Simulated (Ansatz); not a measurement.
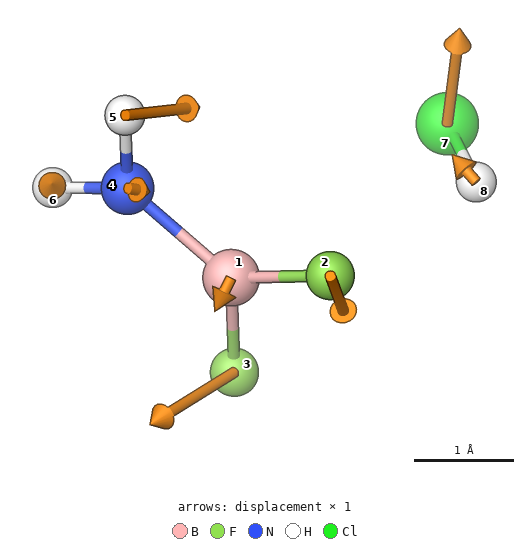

This is a relaxation of BNH₃ClF₂. The starting structure is drawn; orange arrows show the displacements, at their true length. The two geometries are superimposed by the best rigid fit.

Style: ball-and-stick. Shown at a tilt.

The run prepares an end point of a later path (reaction) calculation, from a guessed geometry.

The calculation used RKS B3LYP-D4/def2-SVPD in Ansatz 0.2.0. (no spin polarisation; force threshold 0.03 eV/Å; at most 50 steps)

> What did the optimiser do to the structure, and how much energy did it gain?

The largest move after the best rigid fit is that of F3, 1.50 Å. By element the largest moves are F 1.50 Å, H 1.33 Å, Cl 1.33 Å, B 0.39 Å, N 0.35 Å. Near-neighbour distances that change, for instance: Cl7–H8 1.334 → 1.299 Å, B1–F2 1.337 → 1.352 Å. After 26 accepted moves (31 points after the start) the energy has fallen by 14.2 kJ/mol. The largest force component goes from 0.93 to 0.016 eV/Å. The line search rejected the trial steps at points 2, 11, 12, 18, 27 of the run. The forces were under the threshold at step 13, but the run went on from there. The run took 66 s on 4 threads of Arm Neoverse V2, on a shared host, peak memory 0.33 GiB.
